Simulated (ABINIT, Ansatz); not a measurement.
## Li2H6Pt (Fm-3m): G0W0 on several meshes in ABINIT

How does the mesh move the gap of Li2H6Pt (Fm-3m)?

Main program and level: ABINIT 10.8.3; LDA and many-body steps on it, plane waves.

## 1. The structure

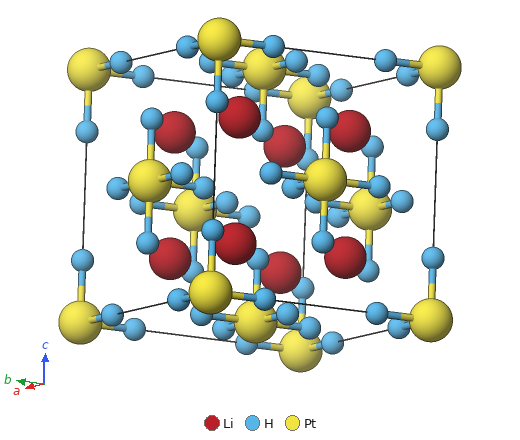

The starting structure, seen from a free direction (lithium red, hydrogen blue, platinum yellow). This picture shows the conventional cell, with its axes. Some periodic images of atoms are drawn too.

The cell and positions are those that the Materials Project relaxed with its own functionals (PBE, PBE+U or r2SCAN), kept fixed. Spin-orbit coupling is left out unless a step names it.

## 2. Empty states on the mesh, 4×4×4 mesh, 142 bands

This step: ABINIT 10.8.3; DFT, LDA, plane waves, norm-conserving pseudopotentials.

The sums over transitions need many empty states on a uniform mesh; this step solves for them.

run.abi reads:

```
acell 3*1.0 Angstrom
rprim 
  -0.000000000000 3.324927160000 3.324927160000
  3.324927160000 0.000000000000 3.324927160000
  3.324927160000 3.324927160000 0.000000000000
ntypat 3
znucl 3 1 78
natom 9
typat 1 1 2 2 2 2 2 2 3
xred 
  0.750000000000 0.750000000000 0.750000000000
  0.250000000000 0.250000000000 0.250000000000
  0.754787880000 0.754787880000 0.245212120000
  0.245212120000 0.754787880000 0.245212120000
  0.754787880000 0.245212120000 0.245212120000
  0.245212120000 0.245212120000 0.754787880000
  0.754787880000 0.245212120000 0.754787880000
  0.245212120000 0.754787880000 0.754787880000
  0.000000000000 0.000000000000 0.000000000000
pp_dirpath "pseudos"
pseudos "Li.upf, H.upf, Pt.upf"
ecut 34
ngkpt 4 4 4
nshiftk 1
shiftk 0 0 0
kptopt 1
chksymbreak 0
irdden 1
istwfk *1
nband 142
prtvol 0
optdriver 6
gwr_task "HDIAGO"
paral_kgb 0
occopt 1
indata_prefix "in"
outdata_prefix "out"
tmpdata_prefix "tmp"
```

Launch:

```sh
> OMP_NUM_THREADS=1 mpirun -n 4 abinit run.abi > log
```

Numbers of over 12 decimals in the logs are rounded to 6 here.

The log of the run:

```text
.Version 10.8.3 of ABINIT. v10.8.2 released Aug 2026.

 Symmetries : space group Fm -3 m (#225); Bravais cF (face-center cubic)
[... echo of the input left out ...]
== DATASET  1 ==================================================================
-   mpi_nproc: 4, omp_nthreads: 1 (-1 if OMP is not activated)

--- !DatasetInfo
iteration_state: {dtset: 1, }
dimensions: {natom: 9, nkpt: 8, mband: 142, nsppol: 1, nspinor: 1, nspden: 1, mpw: 4723, }
cutoff_energies: {ecut:  34.0, pawecutdg:  -1.0, }
[...]
Indirect band gap semiconductor
 Fundamental gap:     2.757 (eV)
   VBM:     1.410 (eV) at k: [-2.5000E-01,  2.5000E-01,  0.0000E+00]
   CBM:     4.168 (eV) at k: [ 5.0000E-01,  5.0000E-01,  0.0000E+00]
 Direct gap:         4.334 (eV) at k: [ 5.0000E-01,  5.0000E-01,  0.0000E+00]

== END DATASET(S) ==============================================================
================================================================================

 -outvars: echo values of variables after computation  --------
           etotal      0.0000000000E+00
            nband         142
             nkpt           8
          spgroup         225
 [... the other variables as echoed above ...]

 Calculation completed.
```

Run time: 2.5 min. Hardware: 4 MPI ranks of Arm Neoverse V1, shared host; peak memory 5 GiB.

Numbers from this step:

* gap: 2.757 eV
* k of the valence top: -0.25, 0.25, 0
* k of the conduction bottom: 0.5, 0.5, 0
* least direct gap: 4.334 eV
* k points computed: 8
* lowest point of the top converged band, above the valence top: 73.4565 eV

On this mesh the gap is 2.757 eV.

The density comes from a self-consistent run that is not shown.

## 3. Screening, 4×4×4 mesh, 63 bands, screening to 114.3 eV

The RPA dielectric matrix is built and inverted for each q.

This step: RPA screening on LDA, plane waves, norm-conserving pseudopotentials.

Edit run.abi of step 2 so:

```diff
@@ -27,10 +27,11 @@
 chksymbreak 0
-irdden 1
 istwfk *1
-nband 142
-prtvol 0
-optdriver 6
-gwr_task "HDIAGO"
-paral_kgb 0
 occopt 1
+irdwfk 1
+optdriver 3
+nband 63
+ecuteps 4.2
+inclvkb 2
+awtr 1
+symchi 1
 indata_prefix "in"
```

The log of the run:

```text
.Version 10.8.3 of ABINIT. v10.8.2 released Aug 2026.

 Symmetries : space group Fm -3 m (#225); Bravais cF (face-center cubic)
[... echo of the input left out ...]
== DATASET  1 ==================================================================
-   mpi_nproc: 4, omp_nthreads: 1 (-1 if OMP is not activated)

--- !DatasetInfo
iteration_state: {dtset: 1, }
dimensions: {natom: 9, nkpt: 8, mband: 63, nsppol: 1, nspinor: 1, nspden: 1, mpw: 4723, }
cutoff_energies: {ecut:  34.0, pawecutdg:  -1.0, }
electrons: {nelect:   3.00000000E+01, charge:   0.00000000E+00, occopt:   1.00000000E+00, tsmear:   1.00000000E-02, }

 SCREENING: Calculation of the susceptibility and dielectric matrices

 Based on a program developped by R.W. Godby, V. Olevano, G. Onida, and L. Reining.
 Incorporated in ABINIT by V. Olevano, G.-M. Rignanese, and M. Torrent.
.Using double precision arithmetic ; gwpc =  8

[... cell and pseudopotentials left out ...]
--------------------------------------------------------------------------------

 ==== K-mesh for the wavefunctions ====
 Number of points in the irreducible wedge :     8
[... list of points left out ...]
 Together with 48 symmetry operations and time-reversal symmetry
 yields    64 points in the full Brillouin Zone.

 ==== Q-mesh for the screening function ====
 Number of points in the irreducible wedge :     8
[... list of points left out ...]
 Together with 48 symmetry operations and time-reversal symmetry
 yields    64 points in the full Brillouin Zone.

 setmesh: FFT mesh size selected  =    32x   32x   32
          total number of points  =        32768

 vcoul_init : cutoff-mode = AUXILIARY_FUNCTION
 q-points for optical limit:   1
     1)      0.000010    0.000020    0.000030

- screening: taking advantage of time-reversal symmetry
- Maximum band index for partially occupied states nbvw = 15
- Remaining bands to be divided among processors   nbcw = 48
- Number of bands treated by each node ~12

 Number of electrons calculated from density =   30.0000; Expected =   30.0000
 average of density, n =  0.060471
 r_s =    1.5805
 omega_plasma =   23.7208 [eV]

 calculating chi0 at frequencies [eV] :
  1    0.000000E+00    0.000000E+00
  2    0.000000E+00    2.372082E+01

--------------------------------------------------------------------------------
  q-point number  1        q = ( 0.000000, 0.000000, 0.000000) [r.l.u.]
--------------------------------------------------------------------------------
[... chi0 elements left out ...]
 For q-point:  0.000010 0.000020 0.000030
  dielectric constant =   4.2235
  dielectric constant without local fields =   5.1559

  Average fulfillment of the sum rule on Im[epsilon] for q-point    1 :     51.65  [%]
[... wings left out ...]
  q-point number  2        q = ( 0.250000, 0.000000, 0.000000) [r.l.u.]
--------------------------------------------------------------------------------
[... chi0 elements left out ...]
  Average fulfillment of the sum rule on Im[epsilon] for q-point    2 :     68.28  [%]

 [... 6 further q-points ...]
```

Elapsed: 22 s, on 4 MPI ranks; peak memory 1 GiB; 87 s of CPU time.

Numbers from this step:

| Item | Value |
| --- | --- |
| ε∞ with local fields, on this mesh, along the program's q direction | 4.223 |
| the same without local fields | 5.156 |
| plasma frequency | 23.72 eV |
| plane waves in the screening matrix | 181 |

Local fields lower ε∞ by 18 %.

## 4. 4×4×4

The self-energy is evaluated for the states that the input lists, and the levels follow from it, in one-shot runs by the linearised quasiparticle equation.

This step: G0W0 on LDA, plane waves, norm-conserving pseudopotentials.

Edit run.abi of step 3 so:

```diff
@@ -30,8 +30,19 @@
 irdwfk 1
-optdriver 3
+optdriver 4
 nband 63
+gwcalctyp 0
+ecutsigx 34
+symsigma 1
+nkptgw 3
+kptgw 
+  -0.2500000000 0.2500000000 0.0000000000
+  0.5000000000 0.5000000000 0.0000000000
+  0.0000000000 0.0000000000 0.0000000000
+bdgw 
+  14 17
+  14 17
+  13 19
 ecuteps 4.2
-inclvkb 2
-awtr 1
-symchi 1
+irdscr 1
+ppmodel 1
 indata_prefix "in"
```

The log of the run:

```text
.Version 10.8.3 of ABINIT. v10.8.2 released Aug 2026.

 Symmetries : space group Fm -3 m (#225); Bravais cF (face-center cubic)
[... echo of the input left out ...]
== DATASET  1 ==================================================================
-   mpi_nproc: 4, omp_nthreads: 1 (-1 if OMP is not activated)

--- !DatasetInfo
iteration_state: {dtset: 1, }
dimensions: {natom: 9, nkpt: 8, mband: 63, nsppol: 1, nspinor: 1, nspden: 1, mpw: 4723, }
cutoff_energies: {ecut:  34.0, pawecutdg:  -1.0, }
electrons: {nelect:   3.00000000E+01, charge:   0.00000000E+00, occopt:   1.00000000E+00, tsmear:   1.00000000E-02, }

 SIGMA: Calculation of the GW corrections

 Based on a program developped by R.W. Godby, V. Olevano, G. Onida, and L. Reining.
 Incorporated in ABINIT by V. Olevano, G.-M. Rignanese, and M. Torrent.
.Using double precision arithmetic ; gwpc =  8

[... cell and pseudopotentials left out ...]
--------------------------------------------------------------------------------

 ==== K-mesh for the wavefunctions ====
 Number of points in the irreducible wedge :     8
[... list of points left out ...]
 Together with 48 symmetry operations and time-reversal symmetry
 yields    64 points in the full Brillouin Zone.

 ==== Q-mesh for screening function ====
 Number of points in the irreducible wedge :     8
[... list of points left out ...]
 Together with 48 symmetry operations and time-reversal symmetry
 yields    64 points in the full Brillouin Zone.

 vcoul_init : cutoff-mode = AUXILIARY_FUNCTION
 q-points for optical limit:   1
     1)      0.000010    0.000020    0.000030
 setmesh: FFT mesh size selected  =    48x   48x   48
          total number of points  =       110592

 Number of electrons calculated from density =   30.0000; Expected =   30.0000
 average of density, n =  0.060471
 r_s =    1.5805
 omega_plasma =   23.7208 [eV]

 === KS Band Gaps ===
  >>>> For spin  1
   Minimum direct gap =   4.3344 [eV], located at k-point      :   0.5000  0.5000  0.0000
   Fundamental gap    =   2.7574 [eV], Top of valence bands at :  -0.2500  0.2500  0.0000
                                       Bottom of conduction at :   0.5000  0.5000  0.0000
 SIGMA fundamental parameters:
 PLASMON POLE MODEL  1
 number of plane-waves for SigmaX                 4693
 number of plane-waves for SigmaC and W            181
 number of plane-waves for wavefunctions          4693
 number of bands                                    63
 number of independent spin polarizations            1
 number of spinorial components                      1
 number of k-points in IBZ                           8
 number of q-points in IBZ                           8
 number of symmetry operations                      48
 number of k-points in BZ                           64
 number of q-points in BZ                           64
 number of frequencies for dSigma/dE                 9
 frequency step for dSigma/dE [eV]                0.25
 number of omega for Sigma on real axis              0
 max omega for Sigma on real axis  [eV]           0.00
 zcut for avoiding poles [eV]                     0.10

 EPSILON^-1 parameters (SCR file):
 dimension of the eps^-1 matrix on file            181
 dimension of the eps^-1 matrix used               181
 number of plane-waves for wavefunctions          4693
 number of bands                                    63
 number of q-points in IBZ                           8
 number of frequencies                               2
 number of real frequencies                          1
 number of imag frequencies                          1

 matrix elements of self-energy operator (all in [eV])

 Perturbative Calculation

--- !SelfEnergy_ee
iteration_state: {dtset: 1, }
kpoint     : [  -0.250,    0.250,    0.000, ]
spin       : 1
KS_gap     :    5.309
QP_gap     :    7.298
Delta_QP_KS:    1.990
data: !SigmaeeData |
     Band     E0 <VxcDFT>   SigX SigC(E0)      Z dSigC/dE  Sig(E)    E-E0       E
       14   0.295 -14.786 -18.648   3.083   0.800  -0.250 -15.410  -0.624  -0.328
       15   1.410 -12.321 -15.301   2.100   0.812  -0.231 -13.036  -0.715   0.695
       16   6.719 -12.843  -8.443  -2.853   0.824  -0.213 -11.568   1.275   7.994
       17   6.814 -13.436  -8.908  -2.863   0.820  -0.219 -12.070   1.365   8.179

--- !SelfEnergy_ee
iteration_state: {dtset: 1, }
kpoint     : [   0.500,    0.500,    0.000, ]
spin       : 1
KS_gap     :    4.334
QP_gap     :    6.486
Delta_QP_KS:    2.151
data: !SigmaeeData |
     Band     E0 <VxcDFT>   SigX SigC(E0)      Z dSigC/dE  Sig(E)    E-E0       E
       14  -0.167 -11.272 -14.761   2.404   0.805  -0.243 -12.145  -0.873  -1.040
       15  -0.167 -11.272 -14.761   2.404   0.805  -0.243 -12.145  -0.873  -1.040
[...]
--- !SelfEnergy_ee
iteration_state: {dtset: 1, }
kpoint     : [   0.000,    0.000,    0.000, ]
spin       : 1
KS_gap     :    6.656
QP_gap     :    8.768
Delta_QP_KS:    2.112
data: !SigmaeeData |
     Band     E0 <VxcDFT>   SigX SigC(E0)      Z dSigC/dE  Sig(E)    E-E0       E
[...]
17   8.657 -10.863  -6.051  -3.238   0.834  -0.199  -9.550   1.312   9.969
       18   8.657 -10.863  -6.051  -3.238   0.834  -0.199  -9.550   1.312   9.969
       19   8.657 -10.863  -6.051  -3.238   0.834  -0.199  -9.550   1.312   9.969

== END DATASET(S) ==============================================================
================================================================================

 -outvars: echo values of variables after computation  --------
           etotal      0.0000000000E+00
            nband          63
             nkpt           8
          spgroup         225
 [... the other variables as echoed above ...]

 Calculation completed.
```

Wall time 11 s (4 MPI ranks); peak memory 0.92 GiB.

This step gave:

```
G0W0 gap on the points computed              : 4.751 eV
starting gap on the mesh                     : 2.757 eV
k of the valence top                         : -0.25, 0.25, 0
k of the conduction bottom                   : 0.5, 0.5, 0
Z at the valence top                         : 0.812
Z at the conduction bottom                   : 0.827
least direct G0W0 gap on the computed points : 6.486 eV
```

The gap on the mesh goes from 2.76 eV to 4.75 eV, a correction of +1.99 eV.

## 5. Empty states on the mesh, 2×2×2 mesh, 69 bands

This step: DFT, LDA, plane waves, norm-conserving pseudopotentials.

Edit run.abi of step 4 so:

```diff
@@ -22,3 +22,3 @@
 ecut 34
-ngkpt 4 4 4
+ngkpt 2 2 2
 nshiftk 1
@@ -27,22 +27,10 @@
 chksymbreak 0
+iscf -2
+irdden 1
 istwfk *1
-occopt 1
-irdwfk 1
-optdriver 4
-nband 63
-gwcalctyp 0
-ecutsigx 34
-symsigma 1
-nkptgw 3
-kptgw 
-  -0.2500000000 0.2500000000 0.0000000000
-  0.5000000000 0.5000000000 0.0000000000
-  0.0000000000 0.0000000000 0.0000000000
-bdgw 
-  14 17
-  14 17
-  13 19
-ecuteps 4.2
-irdscr 1
-ppmodel 1
+nband 69
+nbdbuf 6
+tolwfr 1e-09
+nstep 60
+prtvol 0
 indata_prefix "in"
```

The log of the run:

```text
.Version 10.8.3 of ABINIT. v10.8.2 released Aug 2026.

 Symmetries : space group Fm -3 m (#225); Bravais cF (face-center cubic)
[... echo of the input left out ...]
== DATASET  1 ==================================================================
-   mpi_nproc: 4, omp_nthreads: 1 (-1 if OMP is not activated)
-    --> not optimal distribution: autoparal keyword recommended in input file <--

--- !DatasetInfo
iteration_state: {dtset: 1, }
dimensions: {natom: 9, nkpt: 3, mband: 69, nsppol: 1, nspinor: 1, nspden: 1, mpw: 4720, }
cutoff_energies: {ecut:  34.0, pawecutdg:  -1.0, }
[...]
1.21494    1.21494    1.21904    1.23303    1.23303    1.23303    1.23905    1.23905
   1.32041    1.32041    1.32041    1.37483    1.37483    1.38264    1.38264    1.38264
   1.48013    1.48429    1.48429    1.48429    1.54657
 prteigrs : prtvol=0 or 1, do not print more k-points.

== END DATASET(S) ==============================================================
================================================================================

 -outvars: echo values of variables after computation  --------
            nband          69
             nkpt           3
          spgroup         225
 [... the other variables as echoed above ...]

 Calculation completed.
```

Wall time 11 s (4 MPI ranks); peak memory 0.29 GiB.

Numbers from this step:

```yaml
gap: 2.776 eV
k_of_the_valence_top: 0.5, 0, 0
k_of_the_conduction_bottom: 0.5, 0.5, 0
least_direct_gap: 4.335 eV
k_points_computed: 3
lowest_point_of_the_top_converged_band_above_the_valence_top: 36.23 eV
```

On this mesh the gap is 2.776 eV.

## 6. Screening, 2×2×2 mesh, 63 bands, screening to 114.3 eV

This step: RPA screening on LDA, plane waves, norm-conserving pseudopotentials.

Edit run.abi of step 5 so:

```diff
@@ -27,10 +27,11 @@
 chksymbreak 0
-iscf -2
-irdden 1
 istwfk *1
-nband 69
-nbdbuf 6
-tolwfr 1e-09
-nstep 60
-prtvol 0
+occopt 1
+irdwfk 1
+optdriver 3
+nband 63
+ecuteps 4.2
+inclvkb 2
+awtr 1
+symchi 1
 indata_prefix "in"
```

The log of the run:

```text
.Version 10.8.3 of ABINIT. v10.8.2 released Aug 2026.

 Symmetries : space group Fm -3 m (#225); Bravais cF (face-center cubic)
[... echo of the input left out ...]
== DATASET  1 ==================================================================
-   mpi_nproc: 4, omp_nthreads: 1 (-1 if OMP is not activated)

--- !DatasetInfo
iteration_state: {dtset: 1, }
dimensions: {natom: 9, nkpt: 3, mband: 63, nsppol: 1, nspinor: 1, nspden: 1, mpw: 4720, }
cutoff_energies: {ecut:  34.0, pawecutdg:  -1.0, }
electrons: {nelect:   3.00000000E+01, charge:   0.00000000E+00, occopt:   1.00000000E+00, tsmear:   1.00000000E-02, }

 SCREENING: Calculation of the susceptibility and dielectric matrices

 Based on a program developped by R.W. Godby, V. Olevano, G. Onida, and L. Reining.
 Incorporated in ABINIT by V. Olevano, G.-M. Rignanese, and M. Torrent.
.Using double precision arithmetic ; gwpc =  8

[... cell and pseudopotentials left out ...]
--------------------------------------------------------------------------------

 ==== K-mesh for the wavefunctions ====
 Number of points in the irreducible wedge :     3
[... list of points left out ...]
 Together with 48 symmetry operations and time-reversal symmetry
 yields     8 points in the full Brillouin Zone.

 ==== Q-mesh for the screening function ====
 Number of points in the irreducible wedge :     3
[... list of points left out ...]
 Together with 48 symmetry operations and time-reversal symmetry
 yields     8 points in the full Brillouin Zone.

 setmesh: FFT mesh size selected  =    32x   32x   32
          total number of points  =        32768

 vcoul_init : cutoff-mode = AUXILIARY_FUNCTION
 q-points for optical limit:   1
     1)      0.000010    0.000020    0.000030

- screening: taking advantage of time-reversal symmetry
- Maximum band index for partially occupied states nbvw = 15
- Remaining bands to be divided among processors   nbcw = 48
- Number of bands treated by each node ~12

 Number of electrons calculated from density =   30.0000; Expected =   30.0000
 average of density, n =  0.060471
 r_s =    1.5805
 omega_plasma =   23.7208 [eV]

 calculating chi0 at frequencies [eV] :
  1    0.000000E+00    0.000000E+00
  2    0.000000E+00    2.372082E+01

--------------------------------------------------------------------------------
  q-point number  1        q = ( 0.000000, 0.000000, 0.000000) [r.l.u.]
--------------------------------------------------------------------------------
[... chi0 elements left out ...]
 For q-point:  0.000010 0.000020 0.000030
  dielectric constant =   5.6883
  dielectric constant without local fields =   6.9026

  Average fulfillment of the sum rule on Im[epsilon] for q-point    1 :     51.70  [%]
[... wings left out ...]
  q-point number  2        q = ( 0.500000, 0.000000, 0.000000) [r.l.u.]
--------------------------------------------------------------------------------
[... chi0 elements left out ...]
  Average fulfillment of the sum rule on Im[epsilon] for q-point    2 :     61.35  [%]

 [... 1 further q-points ...]
```

Run time: 5.4 s. Hardware: 4 MPI ranks; peak memory 0.73 GiB; 21 s of CPU time.

Numbers from this step:

- ε∞ with local fields, on this mesh, along the program's q direction: 5.688
- the same without local fields: 6.903
- plasma frequency: 23.72 eV
- plane waves in the screening matrix: 181

[end of part 1 of 2]

[Paths, hosts, dates, memory and timing lines, banners, echoed tables and standing remarks are left out of the program output.]

[Logs are printed without paths, hosts, clocks, repeated set-up lines and the standing remarks that a program may print on its own settings, such as how far it seeks lower states.]

[Runs of the session that timed out or met a known fault of the program may be left out.]

[Hosts, paths, dates, database ids (printed as entryN), source tags and the programs' standing remarks are cut or masked in the printed files.]

[G0W0 gaps are taken among the corrected bands and points alone; a level outside them can change the order at an edge.]

[Where Ansatz stands beside ABINIT at settings called matched, ABINIT's density can come from a denser mesh and the files from another edition; pairs whose starting gaps differed by over 0.03 eV were left out, so agreement reads better than it is.]
